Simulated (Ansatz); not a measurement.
# C4H8O (butyraldehyde): r2SCAN/6-31G(d) (spherical functions)

What is the energy change on altering one bond length of C4H8O (butyraldehyde) at r2SCAN/6-31G* (spherical functions)? 

The results are computed with Ansatz 0.2.0.

49 further runs of the same task are left out: 49 set aside as unsound or not needed.

## Step 1: The structure to begin with

The species is C4H8O (13 atoms), meant as a singlet with charge 0. SMILES: `CCCC=O`. The shape is that of a PBE0-D4/def2-TZVP optimisation. This is one conformer, not always the lowest.

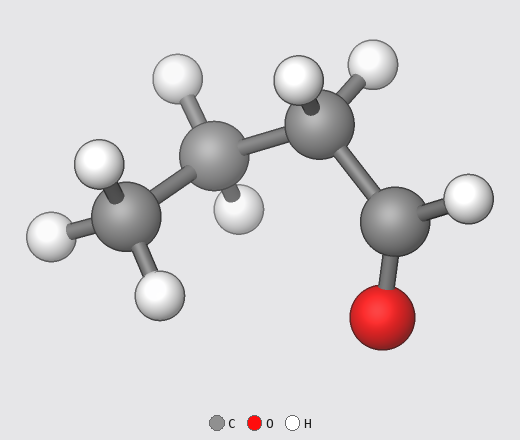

Viewed from a chosen angle; carbon grey, oxygen red, hydrogen white.

## Step 2: A single-point energy at r2SCAN/6-31G(d) (spherical functions)

molecule.yaml

```yaml
crystal:
  periodic: [false, false, false]
  atoms:
    - {symbol: C, position_ang: [-1.358800, 0.247600, 0.768800]}
    - {symbol: C, position_ang: [0.157400, 0.343500, 0.817500]}
    - {symbol: C, position_ang: [0.841700, -0.545800, -0.204400]}
    - {symbol: C, position_ang: [0.730100, -0.083300, -1.626300]}
    - {symbol: O, position_ang: [0.239700, 0.954200, -1.979300]}
    - {symbol: H, position_ang: [-1.817000, 0.888100, 1.525300]}
    - {symbol: H, position_ang: [-1.694400, -0.776900, 0.955600]}
    - {symbol: H, position_ang: [-1.740200, 0.557700, -0.205500]}
    - {symbol: H, position_ang: [0.513100, 0.070500, 1.815300]}
    - {symbol: H, position_ang: [0.465500, 1.378500, 0.645000]}
    - {symbol: H, position_ang: [0.464500, -1.576800, -0.164500]}
    - {symbol: H, position_ang: [1.919000, -0.637400, -0.005700]}
    - {symbol: H, position_ang: [1.164600, -0.781200, -2.376600]}
basis:
  gaussian:
    orbitals: 6-31G_st_-spherical.json
hamiltonian:
  xc: r2scan
accuracy: high
output: {orbitals: {seedname: orbitals}}
```

The basis set 6-31G* is read from a file made from the Basis Set Exchange's data (not shown).

Command:

```
ansatz run molecule.yaml --threads 1 --pin off --max-ram 3480MiB --events-out events.jsonl --progress --plain --runs-dir runs
```

Standard output:

```text
Warning: RAYON_NUM_THREADS=1 ignored (pool sized by the plan → 1); use --threads N
Functional definition: r2SCAN
  name "r2SCAN"
  parameter k0 = 0.174
  parameter k1 = 0.065
  parameter a1 = 4.9479
  exchange = r2scan_x(k0 = k0, k1 = k1, a1 = a1)
  correlation = r2scan_c
2180 factors; integrals over basis functions are off by at most 3.1e-9 eV
mean field evaluation 1: about -6312.9322 eV, gradient 6.1e1 eV
mean field evaluation 2: about -6300.5726 eV, gradient 9.7e1 eV
mean field evaluation 4: about -6321.3552 eV, gradient 4.8e0 eV
mean field evaluation 8: about -6321.3961 eV, gradient 9.5e-2 eV
mean field evaluation 16: about -6321.3961 eV, gradient 1.2e-5 eV
mean field -6321.39611774 eV, -232.3070225308 hartree, gradient 4.4e-8 eV, S^2 0.000000; 0 other end points of the search recorded, 0 dependent functions left out
reference -6321.39611828 eV, -232.3070225504 hartree; 20, 20 occupied and 66, 66 virtual orbitals, 2180 factors
Total energy: -6321.39611828 eV, -232.3070225504 hartree
```

Wall time 14 s (1 thread of AMD EPYC 7R43 (Zen 3), shared host); peak memory 0.32 GiB.

## Step 3: The distorted shape at the same level

job.yaml

```yaml
crystal:
  periodic: [false, false, false]
  atoms:
    - {symbol: C, position_ang: [-1.057042, 1.072393, 0.736880]}
    - {symbol: C, position_ang: [0.459158, 1.168293, 0.785580]}
    - {symbol: C, position_ang: [1.143458, 0.278993, -0.236320]}
    - {symbol: C, position_ang: [1.031858, 0.741493, -1.658220]}
    - {symbol: O, position_ang: [0.541458, 1.778993, -2.011220]}
    - {symbol: H, position_ang: [-1.515242, 1.712893, 1.493380]}
    - {symbol: H, position_ang: [-1.392642, 0.047893, 0.923680]}
    - {symbol: H, position_ang: [-1.438442, 1.382493, -0.237420]}
    - {symbol: H, position_ang: [0.814858, 0.895293, 1.783380]}
    - {symbol: H, position_ang: [0.767258, 2.203293, 0.613080]}
    - {symbol: H, position_ang: [0.464500, -1.576800, -0.164500]}
    - {symbol: H, position_ang: [2.220758, 0.187393, -0.037620]}
    - {symbol: H, position_ang: [1.466358, 0.043593, -2.408520]}
basis:
  gaussian:
    orbitals: 6-31G_st_-spherical.json
magnetization:
  spin_polarized: false
  initial_magnetization: 0
hamiltonian:
  xc: {name: r2SCAN}
accuracy: high
output: {orbitals: {seedname: orbitals}}
```

The basis set 6-31G* is read from a file made from the Basis Set Exchange's data (not shown).

Command:

```
ansatz run job.yaml --threads 1 --pin off --max-ram 3480MiB --events-out events.jsonl --progress --plain --runs-dir runs
```

Standard output:

```text
Warning: RAYON_NUM_THREADS=1 ignored (pool sized by the plan → 1); use --threads N
Functional definition: r2SCAN
  name "r2SCAN"
  parameter k0 = 0.174
  parameter k1 = 0.065
  parameter a1 = 4.9479
  exchange = r2scan_x(k0 = k0, k1 = k1, a1 = a1)
  correlation = r2scan_c
2184 factors; integrals over basis functions are off by at most 3.2e-9 eV
mean field evaluation 1: about -6307.2840 eV, gradient 6.5e1 eV
mean field evaluation 2: about -6269.7710 eV, gradient 1.3e2 eV
mean field evaluation 4: about -6317.7303 eV, gradient 1.1e1 eV
mean field evaluation 8: about -6318.2432 eV, gradient 6.3e-1 eV
mean field evaluation 16: about -6318.2355 eV, gradient 1.7e-4 eV
mean field -6318.23546413 eV, -232.1908706531 hartree, gradient 1.6e-8 eV, S^2 0.000000; 0 other end points of the search recorded, 0 dependent functions left out
reference -6318.23546469 eV, -232.1908706736 hartree; 20, 20 occupied and 66, 66 virtual orbitals, 2184 factors
Total energy: -6318.23546469 eV, -232.1908706736 hartree
```

It took 14 s on 1 thread of AMD EPYC 7R43 (Zen 3), shared host; peak memory 0.32 GiB.

## Step 4: Outcome

At r2SCAN/6-31G* (spherical functions):

| quantity | value |
| --- | --- |
| first shape: total energy | -232.30702 Eh |
| first shape: HOMO energy | -5.85 eV |
| first shape: LUMO energy | -1.21 eV |
| first shape: HOMO–LUMO gap | 4.64 eV |
| distorted shape: total energy | -232.19087 Eh |
| distorted shape: HOMO energy | -6.10 eV |
| distorted shape: LUMO energy | -3.09 eV |
| distorted shape: HOMO–LUMO gap | 3.01 eV |
| energy change with the C3–H11 bond stretched from 1.099 to 1.977 Å | 3.161 eV |

What this shows: One bond (distorted shape) is far stretched, which a spin-restricted single reference describes badly; a broken-symmetry solution may lie lower. With the C3–H11 bond stretched from 1.099 to 1.977 Å the energy rises by 3.16 eV (73 kcal/mol). The first shape isn't relaxed at this level, so the change isn't measured from a minimum. A restricted reference can't describe the breaking bond well at this length.
